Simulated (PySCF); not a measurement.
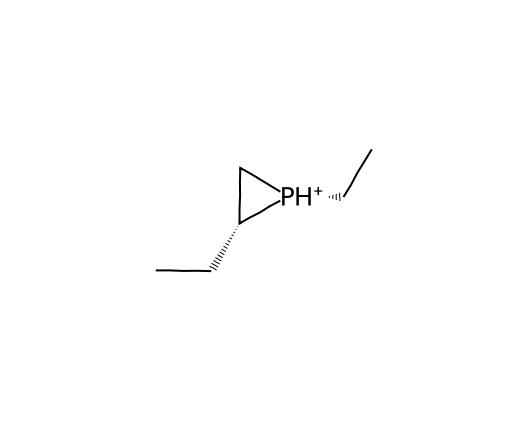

Simulated data, not a measurement (program: PySCF).

State: charge +1, singlet.

Q: Give its SMILES.

A: CC[C@@H]1C[P@@H+]1CC

Q: What is the molecular formula?

A: C6H14P, charge +1.

Q: An optimisation with PBE0-D3(BJ)/def2-SVP gave a structure of which point group?

A: C1.
